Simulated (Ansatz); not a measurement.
# GaSiH7O (SMILES [SiH3][OH+][GaH3-]): the vertical ionisation energy, rung by rung

GaSiH7O has 10 atoms, charge 0, and is taken as a singlet. As SMILES, `[SiH3][OH+][GaH3-]`. The coordinates come from a PBE0-D4/def2-TZVP relaxation.

```xyz
10

Si   -0.4847    0.6801   -1.2893
O    -0.7722   -0.2337    0.0975
Ga    0.8821   -0.5510    1.4752
H    -1.7671    0.7400   -2.0350
H     0.5560    0.0407   -2.1249
H    -0.0696    2.0132   -0.8145
H    -1.3239   -1.0148    0.0101
H     0.3066    0.1466    2.7603
H     1.8856    0.2535    0.5526
H     0.8703   -2.1256    1.3709
```

Quantity: the vertical ionisation energy (to the doublet cation), in eV. The values are calculated.

```tsv
level	kind	program	value (eV)	CPU time (all runs)
HF/6-31G* (spherical functions)	Hartree–Fock	Ansatz	9.68	14 s
SVWN5/6-31G* (spherical functions)	LDA	Ansatz	9.72	21 s
BLYP/6-31G* (spherical functions)	GGA	Ansatz	9.55	36 s
PBE/6-31G* (spherical functions)	GGA	Ansatz	9.67	42 s
B3LYP/6-31G* (spherical functions)	global hybrid	Ansatz	10.04	62 s
wB97X/6-31G* (spherical functions)	range-separated hybrid	Ansatz	10.34	2.6 min
PBE-QIDH/6-31G* (spherical functions)	double hybrid	Ansatz	10.23	68 s
RPA@PBE0/6-31G* (spherical functions)	RPA	Ansatz	9.90	79 s
CCSD/6-31G* (spherical functions)	coupled cluster or CI	Ansatz	9.93	77 s
```

All-electron rows without a relativistic Hamiltonian named are non-relativistic. The values span 9.55 to 10.34 eV. In the correlated wave-function rows the outer d shell of Ga is correlated, in sets not made for it. CPU times are rough (shared hosts, several kinds of processor): they show what a rung costs within a factor of a few.

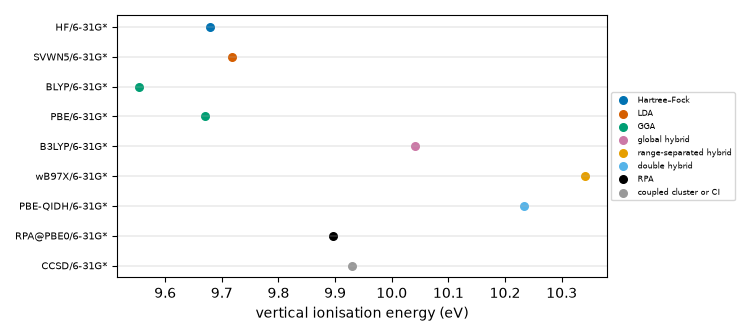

The values of the table, level by level.
